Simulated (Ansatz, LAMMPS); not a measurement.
# Squeezing and shearing amorphous 31Ga2O3-69TiO2 (mol %) (116 atoms), part 3 of 3

How stiff is amorphous 31Ga2O3-69TiO2 (mol %) (116 atoms), and how do its levels respond to strain?

Ansatz 0.2.0; Kohn-Sham DFT, PBE, PAW (set soft_1), plane waves.

The cell: 20 Ga, 22 Ti and 74 O. The quench rate of 20 K/ps is orders of magnitude faster than experiment. The network of bonds at the start is that of the classical potential that made the cell. Only the Γ point is sampled.

So far. Step 10 (Stretched by 1 % along x): The relaxation converged after 5 steps, 0.0639 eV below its start, with a largest force component of 0.048 eV/Å. Step 10 (Stretched by 1 % along x): Stretched by 1 % along x: the energy stands 0.0609 eV above that of the reference, at a pressure of -0.908 GPa.

## (11) Compressed by 1 % along x

The relaxed cell is strained along x alone, which gives the stiffness along x and its coupling to y and z.

File input.yaml:

```yaml
crystal:
  lattice:
    - [11.30644, 0.09875, 0.19633]
    - [0.09776, 10.86927, -0.29044]
    - [0.19437, -0.29044, 11.17368]
  atoms:
    [... the 116 atom lines of step 4 ...]
kpoints:
  mp_grid: { grid: [1, 1, 1] }
hamiltonian:
  xc: pbe
  pseudopotentials: { kind: paw, azcp: { folder: soft_1 } }
scf:
  occupations: { method: fixed }
output:
  forces: true
  eigenvalues: true
  stress: true
relax:
  f_tol: 0.05
  max_steps: 70
```

Started as:

```console
> ansatz run input.yaml --threads 4 --pin off --max-ram 8192MiB --backend cpu --events-out ev --progress --plain --runs-dir out
```

Numbers of over 12 decimals in the logs are rounded to 6 here.

The log of the run:

```text
[...]
Crystal: 116 atoms, lattice volume = 1371.677 Å³
Basis set: ecut = 420 eV, 26805 PW (Γ), exchange–correlation on 160×150×150 points (8 copies of the dense FFT grid, shifted against one another)
Bands: 600, of which v1, the nominal top of the filled ones, is band 484 counted from 1 (483 counted from 0)
Symmetry: 1 space group operations
[...]
k-points: 1
[...]
SCF iter   1: F=—  HF=-172760.684018 eV  |F-HF|=—  |Δ(HF+E_count)|=         —  Δρ=9.03e-2  dr2=8.13e1  ethr=3.10e-3  ⟨swp⟩=4.0  Hψ=1678  notcnv=0  defer=112
[...]
SCF iter  11: F=—  HF=-172738.445825 eV  |F-HF|=—  |Δ(HF+E_count)|=   1.65e-4  Δρ=8.21e-5  dr2=1.18e-4  ethr=5.56e-8  ⟨swp⟩=2.0  Hψ=971  notcnv=0  defer=114
SCF iter  12: F=-172738.445883 eV  HF=-172738.445863 eV  |F-HF|=1.96e-5  |Δ(HF+E_count)|=   3.79e-5  Δρ=4.13e-5  dr2=3.15e-5  ethr=6.46e-9  ⟨swp⟩=9.0  Hψ=2934  notcnv=0
SCF 1 converged in 12 iterations: F = -172738.445883 eV  dr2 = 3.15e-5
[...]
relax step   1: F+E_penalty+E_count = -172738.44588273 eV  Δ(F+E_penalty+E_count) = +0.000e0 eV  max|allowed force component| = 4.549e-1 eV/Å  Δτ_max = 0.0000 Å  (12 SCF iters, dr2 threshold 6.25e-5 eV, accepted)
[...]
relax step   2: F+E_penalty+E_count = -172738.48406082 eV  Δ(F+E_penalty+E_count) = -3.818e-2 eV  max|allowed force component| = 2.626e-1 eV/Å  Δτ_max = 0.0155 Å  (6 SCF iters, dr2 threshold 1.29e-5 eV, accepted)
[...]
relax step   3: F+E_penalty+E_count = -172738.50215065 eV  Δ(F+E_penalty+E_count) = -1.809e-2 eV  max|allowed force component| = 8.526e-2 eV/Å  Δτ_max = 0.0169 Å  (7 SCF iters, dr2 threshold 4.31e-6 eV, accepted)
relax step   4: F+E_penalty+E_count = -172738.40493587 eV  Δ(F+E_penalty+E_count) = +9.721e-2 eV  max|allowed force component| = 4.646e-1 eV/Å  Δτ_max = 0.1105 Å  (13 SCF iters, rejected (line search))
[...]
relax step   5: F+E_penalty+E_count = -172738.50968874 eV  Δ(F+E_penalty+E_count) = -7.538e-3 eV  max|allowed force component| = 3.663e-2 eV/Å  Δτ_max = 0.0281 Å  (12 SCF iters, accepted)
SCF converged after 12 iterations
Free energy (F): -172738.509689 eV
[...]
Internal energy: -172738.509689 eV  (E = F + TS)
E sigma→0 (E₀):  -172738.509689 eV
Fermi energy:    6.856904 eV
[...]
Σ components = -172738.509689   (vs F -172738.509689, Δ=0.00e0)
--- Forces (eV/Å), atoms counted from 1 ---
  atom   1  Ga    -0.00251296    -0.00837877     0.00678639
  atom   2  Ga     0.00757291     0.00427438     0.00178952
  atom   3  Ga     0.00728558     0.01746564    -0.00886551
  atom   4  Ga     0.00559243     0.00222226    -0.00711120
[...]
atom 116  O     -0.01509927    -0.00654785    -0.01713867
  max |Σ_I F_I| component: 1.48e-4 eV/Å
--- Stress (GPa, compression-positive) ---
        1.634741       0.022018      -0.120173
        0.022018       0.736093       0.048084
       -0.120173       0.048085       0.574740
  P = ⅓ Tr σ = 0.9819 GPa (9.819 kbar)
--- Band table (eV) ---
[...]
--- Relaxed structure (5 steps of the walk, 4 accepted, 0 SCFs on fresh bases) ---
  F+E_penalty+E_count = -172738.50968874 eV   max|allowed force component| = 3.663e-2 eV/Å
  atoms:
    - { symbol: Ga, position: [0.770265, 0.806291, 0.496229] }
    - { symbol: Ga, position: [0.599692, 0.323597, 0.231708] }
    - { symbol: Ga, position: [0.375076, 0.222335, 0.092181] }
    - { symbol: Ga, position: [0.066857, 0.804583, 0.538405] }
[...]
- { symbol: O, position: [0.550140, 0.949175, 0.333763] }
```

It took 1.7 min on 4 threads of AMD EPYC 9R14 (Zen 4), shared host; peak memory 2.5 GiB.

The relaxation converged after 5 steps, 0.0638 eV below its start, with a largest force component of 0.037 eV/Å.

Compressed by 1 % along x: the energy stands 0.0757 eV above that of the reference, at a pressure of 0.982 GPa.

## (12) Sheared by 2 % in xy

A shear of the relaxed cell gives the modulus that volume changes can't reach.

input.yaml, the sections that differ from step 11:

```yaml
crystal:
  lattice:
    - [11.42164, 0.21296, 0.19633]
    - [0.20744, 10.87026, -0.29044]
    - [0.19343, -0.28848, 11.17368]
  atoms:
    [... the 116 atom lines of step 4 ...]
# kpoints, hamiltonian, scf, output, relax: as in step 11
```

The log of the run:

```text
[...]
Crystal: 116 atoms, lattice volume = 1385.394 Å³
Basis set: ecut = 420 eV, 27077 PW (Γ), exchange–correlation on 160×150×150 points (8 copies of the dense FFT grid, shifted against one another)
Bands: 600, of which v1, the nominal top of the filled ones, is band 484 counted from 1 (483 counted from 0)
Symmetry: 1 space group operations
[...]
k-points: 1
[...]
SCF iter   1: F=—  HF=-172760.157145 eV  |F-HF|=—  |Δ(HF+E_count)|=         —  Δρ=8.93e-2  dr2=7.99e1  ethr=3.10e-3  ⟨swp⟩=4.0  Hψ=1670  notcnv=0  defer=112
[...]
SCF iter  11: F=—  HF=-172738.420401 eV  |F-HF|=—  |Δ(HF+E_count)|=   1.74e-4  Δρ=8.68e-5  dr2=1.33e-4  ethr=5.81e-8  ⟨swp⟩=2.0  Hψ=969  notcnv=0  defer=114
SCF iter  12: F=-172738.420461 eV  HF=-172738.420438 eV  |F-HF|=2.32e-5  |Δ(HF+E_count)|=   3.70e-5  Δρ=4.10e-5  dr2=3.20e-5  ethr=6.46e-9  ⟨swp⟩=9.0  Hψ=2918  notcnv=0
SCF 1 converged in 12 iterations: F = -172738.420461 eV  dr2 = 3.20e-5
[...]
relax step   1: F+E_penalty+E_count = -172738.42046111 eV  Δ(F+E_penalty+E_count) = +0.000e0 eV  max|allowed force component| = 4.636e-1 eV/Å  Δτ_max = 0.0000 Å  (12 SCF iters, dr2 threshold 6.25e-5 eV, accepted)
[...]
relax step   2: F+E_penalty+E_count = -172738.47741246 eV  Δ(F+E_penalty+E_count) = -5.695e-2 eV  max|allowed force component| = 2.297e-1 eV/Å  Δτ_max = 0.0199 Å  (7 SCF iters, dr2 threshold 1.34e-5 eV, accepted)
[...]
relax step   3: F+E_penalty+E_count = -172738.50105682 eV  Δ(F+E_penalty+E_count) = -2.364e-2 eV  max|allowed force component| = 8.510e-2 eV/Å  Δτ_max = 0.0218 Å  (7 SCF iters, dr2 threshold 3.30e-6 eV, accepted)
relax step   4: F+E_penalty+E_count = -172738.25977032 eV  Δ(F+E_penalty+E_count) = +2.413e-1 eV  max|allowed force component| = 6.872e-1 eV/Å  Δτ_max = 0.2000 Å  (13 SCF iters, rejected (line search))
[...]
relax step   5: F+E_penalty+E_count = -172738.51379361 eV  Δ(F+E_penalty+E_count) = -1.274e-2 eV  max|allowed force component| = 4.853e-2 eV/Å  Δτ_max = 0.0641 Å  (13 SCF iters, accepted)
SCF converged after 13 iterations
Free energy (F): -172738.513794 eV
[...]
Internal energy: -172738.513794 eV  (E = F + TS)
E sigma→0 (E₀):  -172738.513794 eV
Fermi energy:    6.756073 eV
[...]
Σ components = -172738.513794   (vs F -172738.513794, Δ=0.00e0)
--- Forces (eV/Å), atoms counted from 1 ---
  atom   1  Ga    -0.00272522    -0.00004882     0.00513418
  atom   2  Ga    -0.01052362     0.00424920     0.03061336
  atom   3  Ga    -0.00737401    -0.00585555     0.00642427
  atom   4  Ga    -0.00307531    -0.01449698    -0.01185719
[...]
atom 116  O      0.01255546    -0.01957748    -0.02079052
  max |Σ_I F_I| component: 3.94e-5 eV/Å
--- Stress (GPa, compression-positive) ---
       -0.003779      -0.736094       0.051754
       -0.736093      -0.291127      -0.203307
        0.051754      -0.203307      -0.070365
  P = ⅓ Tr σ = -0.1218 GPa (-1.218 kbar)
--- Band table (eV) ---
[...]
--- Relaxed structure (5 steps of the walk, 4 accepted, 0 SCFs on fresh bases) ---
  F+E_penalty+E_count = -172738.51379361 eV   max|allowed force component| = 4.853e-2 eV/Å
  atoms:
    - { symbol: Ga, position: [0.770913, 0.807728, 0.498528] }
    - { symbol: Ga, position: [0.601174, 0.324634, 0.229226] }
    - { symbol: Ga, position: [0.376140, 0.220575, 0.091863] }
    - { symbol: Ga, position: [0.065604, 0.805749, 0.538229] }
[...]
- { symbol: O, position: [0.547963, 0.948577, 0.334256] }
```

The job ended after 1.7 min (4 threads; peak memory 2.5 GiB; 6.5 min of CPU time).

The relaxation converged after 5 steps, 0.0933 eV below its start, with a largest force component of 0.049 eV/Å.

Sheared by 2 % in xy: the energy stands 0.0715 eV above that of the reference, at a pressure of -0.122 GPa.

## (13) Pressure against volume

Atoms are relaxed at each volume, in the scaled cell.

| volume change (%) | volume (Å³/atom) | energy change (meV/atom) | pressure (GPa) | largest move on relaxing (Å) | bonds | gap (eV) |
| --- | --- | --- | --- | --- | --- | --- |
| -10 | 10.750 | 26.63 | 8.63 | 1.24 | 232 | 2.85 |
| -6 | 11.228 | 9.77 | 5.68 | 1.09 | 219 | 2.73 |
| -3 | 11.586 | 3.42 | 3.08 | 0.21 | 215 | 2.76 |
| +0 | 11.944 | 0.00 | 0.00 | - | 212 | 2.70 |
| +3 | 12.303 | 2.69 | -2.32 | 0.23 | 209 | 2.61 |
| +6 | 12.661 | 10.00 | -4.03 | 0.37 | 205 | 2.57 |

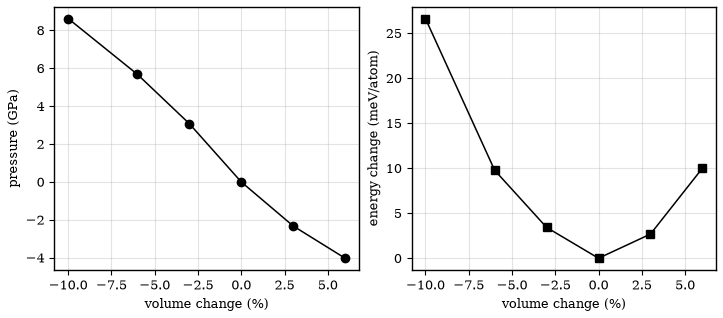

Pressure and energy against volume.

## (14) Uniaxial strain and shear

Stress (GPa, compression positive) less that of the relaxed cell, atoms relaxed:

| strain | xx | yy | zz | xy | energy change (meV/atom) |
| --- | --- | --- | --- | --- | --- |
| stretched by 1 % along x | -1.506 | -0.704 | -0.519 | -0.011 | 0.52 |
| compressed by 1 % along x | 1.613 | 0.753 | 0.573 | 0.016 | 0.65 |
| sheared by 2 % in xy | -0.025 | -0.274 | -0.072 | -0.742 | 0.62 |

## (15) Outcome

The bulk modulus, from the slope of pressure against ln V over the three points nearest the relaxed volume, is 90.1 GPa; between neighbouring points the slope runs 68, 83, 101, 79 and 59 GPa from the smallest volume up, without a steady fall, so no pressure derivative is given. The count of bonds runs from 205 to 232 over the series, so at some points contacts cross the cutoffs. At -10 % and -6 % some atom moved by over 0.5 Å on relaxing, so those points may sit in another local minimum. The gap goes from 2.85 eV at the smallest volume to 2.57 eV at the largest, -1.7 eV per unit of ln V by a straight line, not monotonically (lowest 2.57, highest 2.85 eV), on the run's k-points. In the Cartesian axes of the cell, finite differences give C11 = 156, C12 = 72.9, C13 = 54.6 and C66 = 37.1 GPa (the shear of 2 % is the engineering strain, εxy = 0.01). The mean of C11, C12 and C13, which equals the bulk modulus in a cubic or isotropic solid, is 94.5 GPa: it agrees with the bulk modulus within 10 %. For an isotropic solid C66 would equal (C11 − C12)/2 = 41.5 GPa; so small a sample needn't be isotropic, and C66 rests on one shear. With the bulk modulus and C66 as K and G, Young's modulus would be about 98 GPa and Poisson's ratio 0.32.

**Limits.** Strains are finite and relaxations stop at the force tolerance of the input, which can leave moduli too stiff; they are those of a static cell at zero temperature. Volumes are changed with the cell's shape held, so in an anisotropic solid the modulus lies over the one under free hydrostatic load. The program notes that the SCF threshold of the relaxations is loose for the stress.

The DFT runs together took 43 min of wall time.

[Logs are printed without paths, hosts, clocks, repeated set-up lines and the standing remarks that a program may print on its own settings, such as how far it seeks lower states.]

[Hosts, paths, dates, database ids (printed as entryN), source tags and the programs' standing remarks are cut or masked in the printed files.]
